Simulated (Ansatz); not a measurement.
TiAl$_{3}$ (D022 type, space group I4/mmm)

```xyz
4
Lattice="-1.9229 1.9229 4.3100 1.9229 -1.9229 4.3100 1.9229 1.9229 -4.3100" Properties=species:S:1:pos:R:3 pbc="T T T"
Al     0.0000     0.0000     4.3100
Al     0.0000     1.9229     2.1550
Al     1.9229     0.0000     2.1550
Ti     0.0000     0.0000     0.0000
```

Two coordinates are scanned: the volume, and the ratio of the stretch along z (the conventional c axis) to the stretch across it. Atoms keep their fractional coordinates.

These are PBE (plane waves to 420 eV, PAW, scalar-relativistic; Ansatz, an electronic-structure program) values and carry that method's errors. k mesh 17×17×17 (Γ-centred), Fermi-Dirac smearing 0.05 eV. Energies are smeared free energies. Stress and pressure are positive under compression. With partly filled bands, the response to shear is sensitive to the k mesh, so small differences along c/a are uncertain. TiAl3 is run without spin polarisation. TiAl3 was relaxed with its symmetry unable to fall. The zero of ΔE is the relaxed starting cell.

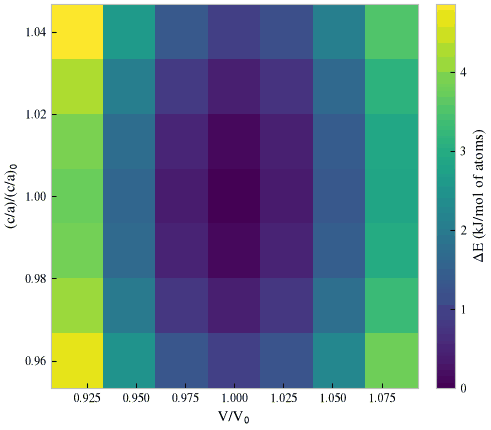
*ΔE (kJ/mol of atoms) over the 7×7 grid of computed points.*

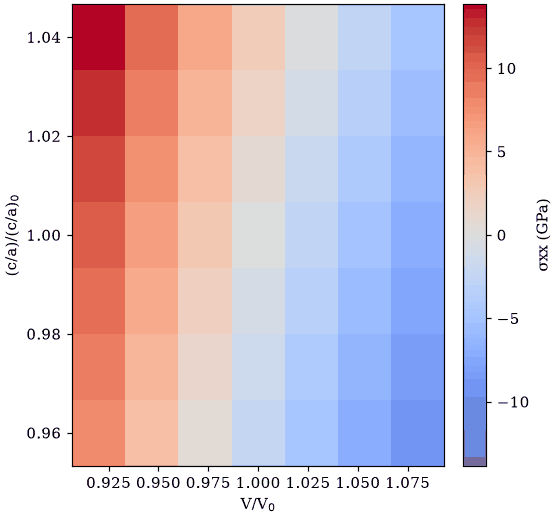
*σxx (GPa) over the 7×7 grid of computed points.*

The modulus against c/a change at fixed volume, (3/4V)·∂²E/∂(ln c/a)² (fit, atoms clamped) is 89 GPa. Lowest place on the grid: V/V₀ = 1.000, (c/a)/(c/a)₀ = 1.000 (0 meV/atom). Highest place on the grid: V/V₀ = 0.920, (c/a)/(c/a)₀ = 1.040 (50 meV/atom).

Near the relaxed cell σzz − σxx = −2Cδ (compression positive), C being this modulus and δ the logarithm of the ratio.

(A scan under strain: stresses follow from slopes of the energy per volume, elastic moduli from its curvatures.)
